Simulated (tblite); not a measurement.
Geometry relaxation, with input and output: C2H8Br2OSi3 (part 1 of 3)

- system: C2H8Br2OSi3, SMILES Br[Si]1(Br)CC[SiH2][SiH2]O1
- method: GFN2-xTB geometry optimisation, gas phase (tblite 0.8.0)

It belongs to a series of runs on one base structure; here: SiH2 inserted into a Si-O bond.

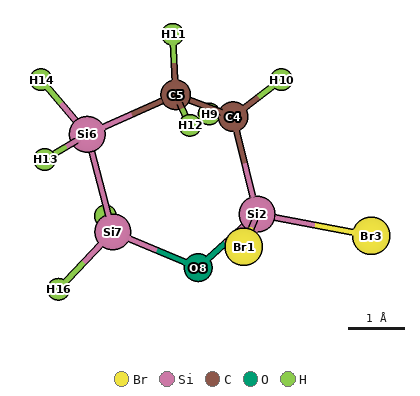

Figure 1. The input geometry (ball-and-stick view, seen at an oblique angle; atoms are numbered from 1 in the order of the input). Bond lengths as drawn: Br–Si 2.25 to 2.26 Å, C–C 1.53 Å, C–H 1.09 to 1.11 Å, C–Si 1.85 to 1.86 Å, H–Si 1.47 to 1.49 Å, O–Si 1.69 to 1.70 Å and Si–Si 2.21 Å.

Key numbers

| quantity | value |
| --- | --- |
| outcome | converged |
| total energy | −706.6572 eV |
| hardware | 1 CPU thread, shared host |
| wall time | 3.2 s |
| peak memory | 0.18 GiB |

The input
```
{"job": {"kind": "relax", "xc": "GFN2-xTB", "basis": "xTB"}, "charge": 0, "multiplicity": 1}
Br    -0.608300     1.424800     2.560000
Si    -0.825500     1.520000     0.316600
Br    -2.259900     3.113400    -0.349800
C     -1.332400    -0.093400    -0.435100
C     -0.804100    -1.194900     0.494200
Si     1.003900    -1.345500     0.089600
Si     1.703500     0.608300    -0.683200
O      0.703000     1.924200    -0.309200
H     -0.854900    -0.159300    -1.416900
H     -2.438000    -0.200500    -0.474600
H     -1.348300    -2.151200     0.364400
H     -0.860000    -0.794700     1.524700
H      1.730400    -1.632600     1.357000
H      1.293600    -2.461300    -0.838500
H      1.862800     0.597200    -2.143600
H      3.026600     0.854500    -0.066900
```

The first line tells a small driver script what to run in tblite; the rest is the geometry in Å.

Launched with:
```bash
OMP_NUM_THREADS=1 python <driver script> task.json out
```

What the program printed
```
step      E/eV     max force
  0    -705.61524    2.543
  1    -705.89333    1.164
  2    -706.01918    0.778
  3    -706.09738    0.785
  4    -706.21482    0.797
  5    -706.26686    0.599
  6    -706.31975    0.523
  7    -706.35362    0.478
  8    -706.39191    0.465
  9    -706.41810    0.426
 10    -706.43966    0.346
 11    -706.45783    0.370
 12    -706.47500    0.410
 13    -706.49120    0.299
 14    -706.50415    0.267
 15    -706.51319    0.228
 16    -706.52200    0.283
 17    -706.53082    0.241
 18    -706.53790    0.199
 19    -706.54399    0.179
 20    -706.54982    0.188
 21    -706.55545    0.218
 22    -706.56134    0.182
 23    -706.56765    0.185
 24    -706.57414    0.177
 25    -706.57981    0.179
 26    -706.58328    0.113
 27    -706.58505    0.105
 28    -706.58647    0.108
 29    -706.58816    0.102
 30    -706.59002    0.099
 31    -706.59159    0.091
 32    -706.59263    0.066
 33    -706.59338    0.064
 34    -706.59408    0.065
 35    -706.59478    0.082
 36    -706.59548    0.095
 37    -706.59617    0.078
 38    -706.59684    0.061
 39    -706.59744    0.069
 40    -706.59801    0.070
 41    -706.59855    0.070
 42    -706.59902    0.042
 43    -706.59941    0.041
 44    -706.59980    0.052
 45    -706.60031    0.072
 46    -706.60099    0.068
 47    -706.60171    0.059
 48    -706.60223    0.049
 49    -706.60259    0.046
 50    -706.60292    0.052
 51    -706.60330    0.047
 52    -706.60376    0.052
 53    -706.60427    0.055
 54    -706.60480    0.060
 55    -706.60537    0.066
 56    -706.60600    0.065
 57    -706.60663    0.055
 58    -706.60725    0.077
 59    -706.60787    0.063
 60    -706.60856    0.074
 61    -706.60938    0.081
 62    -706.61053    0.103
 63    -706.61217    0.115
 64    -706.61391    0.094
 65    -706.61503    0.073
 66    -706.61577    0.062
 67    -706.61663    0.080
 68    -706.61822    0.125
 69    -706.62116    0.187
 70    -706.62338    0.272
 71    -706.62841    0.142
 72    -706.63195    0.097
 73    -706.63443    0.083
 74    -706.63556    0.095
 75    -706.63833    0.100
 76    -706.63971    0.136
 77    -706.64160    0.102
 78    -706.64315    0.085
 79    -706.64531    0.083
 80    -706.64631    0.085
 81    -706.64726    0.080
 82    -706.64804    0.047
 83    -706.64844    0.049
 84    -706.64875    0.039
 85    -706.64905    0.040
 86    -706.64953    0.038
 87    -706.64990    0.044
 88    -706.65024    0.044
 89    -706.65045    0.030
 90    -706.65060    0.027
 91    -706.65072    0.026
 92    -706.65084    0.028
 93    -706.65100    0.029
 94    -706.65117    0.026
 95    -706.65133    0.028
 96    -706.65143    0.022
 97    -706.65149    0.016
 98    -706.65154    0.018
 99    -706.65164    0.022
100    -706.65178    0.027
101    -706.65194    0.025
102    -706.65204    0.021
103    -706.65209    0.015
104    -706.65214    0.018
105    -706.65223    0.025
106    -706.65239    0.033
107    -706.65260    0.036
108    -706.65282    0.035
109    -706.65299    0.041
110    -706.65316    0.042
111    -706.65342    0.038
112    -706.65380    0.054
113    -706.65420    0.047
114    -706.65447    0.031
115    -706.65461    0.028
116    -706.65469    0.030
117    -706.65480    0.034
118    -706.65498    0.042
119    -706.65532    0.064
120    -706.65577    0.065
121    -706.65617    0.046
122    -706.65615    0.081
123    -706.65658    0.025
124    -706.65666    0.020
125    -706.65672    0.017
126    -706.65675    0.013
127    -706.65680    0.014
128    -706.65685    0.016
129    -706.65689    0.018
130    -706.65694    0.023
131    -706.65698    0.022
132    -706.65701    0.013
133    -706.65703    0.011
134    -706.65705    0.011
135    -706.65708    0.015
136    -706.65710    0.016
137    -706.65713    0.012
138    -706.65715    0.011
139    -706.65717    0.009
```

Trajectory as extended XYZ (Å, eV, eV/Å), 30 of the 140 frames kept, from step=0 to step=139
```
16
Properties=species:S:1:pos:R:3:forces:R:3 step=0 energy=-705.61524
Br   -0.6083    1.4248    2.5600   -0.0950   0.4230  -0.5770
Si   -0.8255    1.5200    0.3166    1.4170   2.0870  -0.3250
Br   -2.2599    3.1134   -0.3498    0.4270  -0.2490   0.2430
C    -1.3324   -0.0934   -0.4351   -1.0840  -0.8040   0.4850
C    -0.8041   -1.1949    0.4942   -0.4900  -0.1120   0.0700
Si    1.0039   -1.3455    0.0896    1.1180  -1.8020   0.7440
Si    1.7035    0.6083   -0.6832    1.2340   1.6630  -0.6260
O     0.7030    1.9242   -0.3092   -1.2750  -1.5950   0.6730
H    -0.8549   -0.1593   -1.4169   -0.6100  -0.1030  -0.1000
H    -2.4380   -0.2005   -0.4746    0.5670   0.1950  -0.4520
H    -1.3483   -2.1512    0.3644    0.1100   0.6470   0.3480
H    -0.8600   -0.7947    1.5247   -0.4650  -1.1240  -0.3640
H     1.7304   -1.6326    1.3570   -0.1560  -0.1060  -0.2160
H     1.2936   -2.4613   -0.8385   -0.1510   0.1840   0.1220
H     1.8628    0.5972   -2.1436   -0.1620   0.3230   0.0910
H     3.0266    0.8545   -0.0669   -0.3840   0.3760  -0.1170
16
Properties=species:S:1:pos:R:3:forces:R:3 step=5 energy=-706.26686
Br   -0.6220    1.5113    2.4786   -0.0350   0.2710   0.2550
Si   -0.8049    1.5929    0.2941    0.1740  -0.5180  -0.2450
Br   -2.2161    3.1315   -0.3288   -0.0670   0.4440  -0.1110
C    -1.3635   -0.0808   -0.3824   -0.1480  -0.2960  -0.1730
C    -0.7823   -1.2060    0.4811   -0.2370  -0.0550   0.1980
Si    1.0906   -1.4079    0.1244   -0.1500   0.1500  -0.0400
Si    1.7988    0.6284   -0.7208    0.0840  -0.5160   0.0650
O     0.6895    1.7803   -0.2784    0.0900   0.1310  -0.0140
H    -0.9656   -0.1741   -1.3958    0.0860   0.0690  -0.1020
H    -2.4401   -0.1766   -0.5252   -0.1520   0.0290   0.3730
H    -1.3659   -2.1202    0.3921    0.0780  -0.1870  -0.4370
H    -0.9347   -0.9509    1.5285    0.1020   0.0260   0.2070
H     1.7502   -1.6819    1.4003    0.0390  -0.1930   0.0730
H     1.2828   -2.4852   -0.8506   -0.0030  -0.0780   0.0540
H     1.8379    0.6783   -2.1739   -0.0070   0.2720  -0.1040
H     3.0377    0.9698   -0.0546    0.1460   0.4520   0.0020
16
Properties=species:S:1:pos:R:3:forces:R:3 step=10 energy=-706.43966
Br   -0.6425    1.6267    2.4691   -0.0420   0.0470  -0.1640
Si   -0.7868    1.5617    0.2503   -0.1110   0.0620   0.1590
Br   -2.1607    3.2097   -0.3366    0.3200  -0.1230  -0.0450
C    -1.3987   -0.1193   -0.3790    0.0710   0.2440   0.1310
C    -0.8085   -1.2375    0.4980    0.1030   0.0020  -0.1710
Si    1.0828   -1.4334    0.1535    0.0270   0.1530  -0.0980
Si    1.8731    0.5797   -0.7289   -0.1620   0.0730   0.1000
O     0.7218    1.7123   -0.2769   -0.0740   0.0170   0.0010
H    -1.0122   -0.1886   -1.4069   -0.1850  -0.1900   0.1640
H    -2.4895   -0.1692   -0.4491    0.1010  -0.0940   0.1540
H    -1.3498   -2.1632    0.2981    0.0640  -0.0800  -0.0030
H    -0.9573   -1.0210    1.5651   -0.1120  -0.0290  -0.2490
H     1.7583   -1.7553    1.4204   -0.0740  -0.0730  -0.0450
H     1.2739   -2.5105   -0.8315   -0.0300  -0.0290   0.0720
H     1.8325    0.7825   -2.1859    0.1280  -0.0330   0.1370
H     3.0562    1.1343   -0.0711   -0.0240   0.0540  -0.1450
16
Properties=species:S:1:pos:R:3:forces:R:3 step=14 energy=-706.50415
Br   -0.6634    1.6961    2.4471   -0.0120  -0.0360   0.2380
Si   -0.7875    1.5589    0.2576   -0.0030  -0.1230  -0.0240
Br   -2.0597    3.2333   -0.3612   -0.0050   0.1740  -0.2030
C    -1.4102   -0.1150   -0.3517   -0.0770  -0.2230  -0.0230
C    -0.8068   -1.2570    0.4726    0.0900  -0.0120   0.0450
Si    1.0846   -1.4254    0.1523    0.1510   0.0040  -0.0400
Si    1.8812    0.5877   -0.7103    0.0140   0.0680   0.0180
O     0.7148    1.6899   -0.2739    0.0100   0.1820   0.0210
H    -1.0738   -0.2339   -1.3853   -0.1480   0.0940  -0.0880
H    -2.4979   -0.1856   -0.3613   -0.0740   0.0370   0.0660
H    -1.3183   -2.1976    0.2388    0.0510   0.1230   0.0070
H    -0.9899   -1.0587    1.5306   -0.0420  -0.1290   0.0680
H     1.7393   -1.8079    1.4118   -0.0460   0.0220   0.0100
H     1.2624   -2.5271   -0.8027    0.0090  -0.0130  -0.0620
H     1.8636    0.8233   -2.1566    0.0680  -0.1210  -0.0320
H     3.0541    1.2281   -0.1192    0.0150  -0.0470  -0.0010
16
Properties=species:S:1:pos:R:3:forces:R:3 step=19 energy=-706.54399
Br   -0.6837    1.7198    2.4770   -0.0510  -0.0770  -0.1320
Si   -0.7972    1.5486    0.2662   -0.0270   0.0460   0.0190
Br   -1.9817    3.2751   -0.4335    0.0510  -0.0470  -0.0690
C    -1.4319   -0.1358   -0.3360   -0.0120   0.1710   0.0500
C    -0.7842   -1.2704    0.4675   -0.1130   0.0420  -0.0490
Si    1.1152   -1.4196    0.1408   -0.1220   0.0950  -0.0110
Si    1.8834    0.6226   -0.6967   -0.0110  -0.0850   0.0130
O     0.7076    1.7166   -0.2630   -0.0010  -0.0720   0.0270
H    -1.1622   -0.2397   -1.3943   -0.0810   0.0480   0.0970
H    -2.5226   -0.1945   -0.2840    0.0410  -0.0320   0.0640
H    -1.2824   -2.2039    0.2021    0.0380  -0.1020  -0.0500
H    -1.0118   -1.1183    1.5267    0.1430  -0.0170   0.0090
H     1.7178   -1.8317    1.4122    0.0550   0.0270   0.0500
H     1.2614   -2.5364   -0.8058    0.0590   0.0620  -0.0610
H     1.9018    0.8059   -2.1485   -0.0340  -0.0640  -0.0630
H     3.0630    1.2705   -0.1423    0.0640   0.0060   0.1060
16
Properties=species:S:1:pos:R:3:forces:R:3 step=24 energy=-706.57414
Br   -0.7241    1.7033    2.4686   -0.0570   0.0110   0.0450
Si   -0.8051    1.5585    0.2677    0.0560   0.0370  -0.1050
Br   -1.9060    3.2973   -0.5289   -0.0030  -0.0480   0.0000
C    -1.4645   -0.1210   -0.3000   -0.0340  -0.1180   0.0290
C    -0.7885   -1.2751    0.4501    0.1420  -0.0560   0.0290
Si    1.1090   -1.3983    0.1356    0.1460  -0.1000   0.0130
Si    1.8962    0.6311   -0.6859    0.0840   0.0240  -0.0180
O     0.7077    1.7097   -0.2453    0.0670  -0.0980  -0.0340
H    -1.2625   -0.2146   -1.3705    0.0130   0.0100  -0.0130
H    -2.5452   -0.2025   -0.1919   -0.1240   0.0820   0.0850
H    -1.2433   -2.2262    0.1554   -0.0870   0.1150   0.0000
H    -0.9757   -1.1724    1.5237   -0.0430   0.0160  -0.0560
H     1.7129   -1.8274    1.4136   -0.0360   0.0730  -0.1080
H     1.2858   -2.5030   -0.8290    0.0340   0.1120   0.0180
H     1.9173    0.7591   -2.1534   -0.0360   0.0150   0.1320
H     3.0784    1.2906   -0.1212   -0.1220  -0.0730  -0.0170
16
Properties=species:S:1:pos:R:3:forces:R:3 step=29 energy=-706.58816
Br   -0.7586    1.7088    2.4602   -0.0290   0.0340  -0.0020
Si   -0.7989    1.5594    0.2545    0.0080  -0.0810   0.0390
Br   -1.8672    3.2982   -0.5726   -0.0310   0.0020  -0.0200
C    -1.4844   -0.1225   -0.2785    0.0220  -0.0080  -0.0080
C    -0.7764   -1.2812    0.4415   -0.0510   0.0250  -0.0280
Si    1.1267   -1.3972    0.1310   -0.0810   0.0110  -0.0200
Si    1.9165    0.6245   -0.6804   -0.0350  -0.0710   0.0300
O     0.7186    1.6834   -0.2427   -0.0130   0.0630   0.0070
H    -1.3180   -0.2091   -1.3565   -0.0460  -0.0390   0.0060
H    -2.5665   -0.1904   -0.1248    0.0920   0.0200   0.0390
H    -1.2432   -2.2196    0.1289   -0.0080   0.0230  -0.0010
H    -0.9689   -1.2009    1.5152    0.0050   0.0300  -0.0030
H     1.7131   -1.8190    1.4076    0.0390   0.0010   0.0330
H     1.3094   -2.4765   -0.8467    0.0490  -0.0380  -0.0600
H     1.9170    0.7509   -2.1383    0.0140   0.0280  -0.0470
H     3.0731    1.3001   -0.1099    0.0650   0.0000   0.0350
16
Properties=species:S:1:pos:R:3:forces:R:3 step=34 energy=-706.59408
Br   -0.7886    1.7199    2.4591   -0.0090   0.0260  -0.0090
Si   -0.7926    1.5537    0.2547    0.0090   0.0600  -0.0240
Br   -1.8533    3.2873   -0.6010   -0.0260  -0.0220   0.0010
C    -1.4873   -0.1220   -0.2715    0.0040   0.0290   0.0010
C    -0.7772   -1.2823    0.4343    0.0020  -0.0290   0.0120
Si    1.1223   -1.4049    0.1231    0.0420   0.0090  -0.0200
Si    1.9201    0.6180   -0.6726    0.0150   0.0370  -0.0170
O     0.7244    1.6858   -0.2392    0.0340  -0.0050   0.0320
H    -1.3631   -0.2194   -1.3532   -0.0240   0.0000  -0.0020
H    -2.5597   -0.1773   -0.0725   -0.0310  -0.0020  -0.0060
H    -1.2509   -2.2130    0.1156   -0.0200  -0.0570   0.0200
H    -0.9645   -1.2033    1.5090    0.0100  -0.0050   0.0060
H     1.7203   -1.8094    1.4044   -0.0100  -0.0190  -0.0300
H     1.3381   -2.4679   -0.8717   -0.0050  -0.0070   0.0220
H     1.9233    0.7517   -2.1336    0.0220   0.0260   0.0190
H     3.0810    1.2920   -0.0964   -0.0130  -0.0420  -0.0040
16
Properties=species:S:1:pos:R:3:forces:R:3 step=38 energy=-706.59684
Br   -0.8065    1.7400    2.4544    0.0000   0.0190  -0.0370
Si   -0.7862    1.5603    0.2490   -0.0110  -0.0590   0.0120
Br   -1.8587    3.2807   -0.6156   -0.0120  -0.0120  -0.0180
C    -1.4883   -0.1207   -0.2654   -0.0350  -0.0170  -0.0040
C    -0.7777   -1.2908    0.4306   -0.0050   0.0360  -0.0110
Si    1.1249   -1.4078    0.1145   -0.0220   0.0310  -0.0180
Si    1.9262    0.6190   -0.6730   -0.0190  -0.0140   0.0090
O     0.7374    1.6886   -0.2259   -0.0170   0.0060   0.0170
H    -1.3955   -0.2257   -1.3492    0.0430   0.0250  -0.0130
H    -2.5591   -0.1691   -0.0505   -0.0100   0.0060   0.0320
H    -1.2591   -2.2223    0.1170    0.0290   0.0350   0.0160
H    -0.9606   -1.2077    1.5057    0.0290  -0.0220   0.0150
H     1.7227   -1.8137    1.3944    0.0000  -0.0210  -0.0080
H     1.3511   -2.4691   -0.8775   -0.0140  -0.0210   0.0000
H     1.9343    0.7669   -2.1311    0.0140   0.0260  -0.0050
H     3.0873    1.2804   -0.0889    0.0290  -0.0190   0.0130
16
Properties=species:S:1:pos:R:3:forces:R:3 step=43 energy=-706.59941
Br   -0.8208    1.7613    2.4432   -0.0020   0.0110   0.0340
Si   -0.7860    1.5563    0.2447   -0.0110   0.0330   0.0050
Br   -1.8698    3.2656   -0.6323    0.0060  -0.0180  -0.0270
C    -1.4955   -0.1218   -0.2618    0.0170   0.0180   0.0090
C    -0.7773   -1.2892    0.4284    0.0050   0.0000   0.0180
Si    1.1215   -1.4069    0.1024    0.0260  -0.0040  -0.0100
Si    1.9276    0.6213   -0.6718    0.0140   0.0060   0.0000
O     0.7436    1.6918   -0.2104   -0.0140  -0.0310  -0.0230
H    -1.4085   -0.2232   -1.3476   -0.0140  -0.0070   0.0290
H    -2.5632   -0.1619   -0.0277    0.0090  -0.0230  -0.0270
H    -1.2585   -2.2219    0.1239    0.0020  -0.0070  -0.0230
H    -0.9461   -1.2123    1.5064    0.0060   0.0250   0.0120
H     1.7229   -1.8216    1.3783   -0.0030  -0.0060  -0.0010
H     1.3554   -2.4744   -0.8808   -0.0290  -0.0080  -0.0220
H     1.9479    0.7885   -2.1287   -0.0030   0.0220   0.0160
H     3.0992    1.2576   -0.0778   -0.0070  -0.0110   0.0100
16
Properties=species:S:1:pos:R:3:forces:R:3 step=48 energy=-706.60223
Br   -0.8465    1.8034    2.4420    0.0040   0.0100  -0.0030
Si   -0.7909    1.5599    0.2461    0.0190  -0.0080   0.0250
Br   -1.8676    3.2435   -0.6826   -0.0040   0.0210  -0.0290
C    -1.5029   -0.1201   -0.2442   -0.0010  -0.0120   0.0070
C    -0.7698   -1.2875    0.4290    0.0140  -0.0120  -0.0140
Si    1.1268   -1.4106    0.0824   -0.0140  -0.0120   0.0050
Si    1.9383    0.6241   -0.6680   -0.0150  -0.0240  -0.0040
O     0.7423    1.6776   -0.2005    0.0140   0.0210   0.0050
H    -1.4447   -0.2244   -1.3300    0.0360   0.0050  -0.0330
H    -2.5662   -0.1643    0.0061   -0.0110  -0.0180   0.0240
H    -1.2494   -2.2185    0.1155   -0.0090  -0.0050   0.0320
H    -0.9259   -1.2175    1.5096   -0.0030   0.0000  -0.0070
H     1.7217   -1.8397    1.3568    0.0200  -0.0030   0.0010
H     1.3451   -2.4836   -0.8994   -0.0260   0.0210  -0.0250
H     1.9673    0.8317   -2.1181    0.0030   0.0020  -0.0090
H     3.1147    1.2348   -0.0562   -0.0270   0.0130   0.0250
16
Properties=species:S:1:pos:R:3:forces:R:3 step=53 energy=-706.60427
Br   -0.8462    1.8214    2.4454    0.0010   0.0090  -0.0170
Si   -0.7908    1.5629    0.2516   -0.0170  -0.0140  -0.0360
Br   -1.8840    3.2285   -0.7014    0.0380  -0.0180   0.0100
C    -1.4981   -0.1204   -0.2432    0.0040  -0.0090  -0.0140
C    -0.7649   -1.2859    0.4333   -0.0370   0.0040   0.0190
Si    1.1247   -1.4187    0.0750    0.0090   0.0310  -0.0150
Si    1.9337    0.6198   -0.6702   -0.0080   0.0210   0.0060
O     0.7425    1.6787   -0.1975   -0.0100  -0.0030   0.0140
H    -1.4233   -0.2199   -1.3307   -0.0140   0.0030   0.0390
H    -2.5639   -0.1748    0.0013    0.0480   0.0150  -0.0230
H    -1.2530   -2.2172    0.1359   -0.0080  -0.0170   0.0070
H    -0.9146   -1.2044    1.5134    0.0010   0.0010   0.0260
H     1.7305   -1.8473    1.3447    0.0180  -0.0160  -0.0150
H     1.3200   -2.4839   -0.9182   -0.0040   0.0000  -0.0260
H     1.9731    0.8557   -2.1168    0.0060  -0.0170   0.0190
H     3.1067    1.2144   -0.0340   -0.0270   0.0120   0.0050
16
Properties=species:S:1:pos:R:3:forces:R:3 step=58 energy=-706.60725
Br   -0.8837    1.8890    2.4290   -0.0100   0.0020  -0.0090
Si   -0.7949    1.5612    0.2463    0.0070   0.0110   0.0240
Br   -1.8484    3.2017   -0.7856   -0.0100   0.0160   0.0000
C    -1.5045   -0.1267   -0.2187    0.0170   0.0040   0.0230
C    -0.7594   -1.2947    0.4373    0.0410  -0.0130   0.0260
Si    1.1263   -1.4246    0.0467   -0.0190  -0.0310  -0.0040
Si    1.9380    0.6242   -0.6606    0.0130   0.0040   0.0250
O     0.7459    1.6702   -0.1716    0.0030   0.0080  -0.0140
H    -1.4689   -0.2207   -1.3062    0.0070  -0.0490  -0.0390
H    -2.5580   -0.1789    0.0621   -0.0740   0.0140  -0.0180
H    -1.2506   -2.2272    0.1453   -0.0040   0.0180   0.0080
H    -0.8900   -1.2173    1.5204    0.0050   0.0040   0.0200
H     1.7497   -1.8801    1.3017   -0.0020  -0.0100  -0.0600
H     1.2925   -2.4727   -0.9731    0.0040   0.0280   0.0040
H     2.0052    0.8992   -2.0981   -0.0060  -0.0240   0.0030
H     3.0934    1.2062    0.0136    0.0270   0.0180   0.0120
16
Properties=species:S:1:pos:R:3:forces:R:3 step=62 energy=-706.61053
Br   -0.8971    1.9384    2.4158   -0.0270  -0.0020   0.0550
Si   -0.7989    1.5602    0.2469   -0.0060   0.0270  -0.0450
Br   -1.8504    3.1751   -0.8290   -0.0120   0.0120   0.0050
C    -1.4973   -0.1352   -0.2081   -0.0610   0.0280  -0.0320
C    -0.7526   -1.2979    0.4616   -0.0660   0.0690  -0.0380
Si    1.1179   -1.4338    0.0202    0.0060   0.0410  -0.0090
Si    1.9353    0.6276   -0.6487    0.0340  -0.0050   0.0140
O     0.7444    1.6722   -0.1594    0.0030   0.0010  -0.0200
H    -1.4510   -0.2339   -1.2981    0.0180  -0.0560   0.0560
H    -2.5589   -0.1816    0.0544    0.0230  -0.0190   0.0050
H    -1.2590   -2.2266    0.1840    0.0190  -0.0080   0.0550
H    -0.8648   -1.2013    1.5464    0.0070  -0.0130  -0.0340
H     1.7749   -1.9134    1.2429    0.0230  -0.0490   0.0130
H     1.2493   -2.4591   -1.0228    0.0050  -0.0070  -0.0390
H     2.0222    0.9275   -2.0811    0.0040  -0.0290   0.0270
H     3.0783    1.1907    0.0636    0.0280   0.0120  -0.0130
```
